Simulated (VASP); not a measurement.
Data:

```
CELL_PARAMETERS angstrom
      6.41807    -1.74595    -0.03136
      6.41807     1.74595    -0.03136
     -2.78262     0.00000     5.36371
ATOMIC_POSITIONS crystal
  Hf 0.25702 0.25702 0.25498
  Hf 0.74298 0.74298 0.74502
  Ni 0.00000 0.00000 0.00000
  S  0.88601 0.88601 0.20931
  S  0.11399 0.11399 0.79069
  S  0.38328 0.38328 0.72081
  S  0.61672 0.61672 0.27919
```

The numbers are results of PBEsol GGA, VASP's PBE PAW potentials (set 64) (plane waves; VASP), not measurements. Settings: 400 eV cut-off, 10×10×7 Γ-centred mesh, tetrahedra with Blöchl corrections, potentials Hf_pv Ni S.

Unless said otherwise, spin-orbit coupling is left out, though it shifts the bands of the heavy elements here.

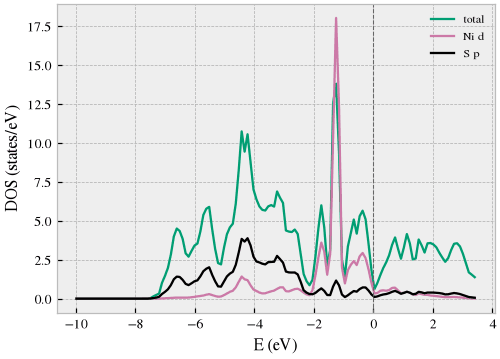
*Total and projected density of states, zero at the Fermi level*

Within 2 eV below the Fermi level the largest weight inside VASP's projection spheres is Ni d.

It has no gap at this level: it comes out as a metal or semimetal.

The structure comes from a computed database's Hf2NiS4 entry (C2/m); how it stands against other phases isn't given here. It was relaxed first. The run is not spin-polarised, so no magnetic state was tried.
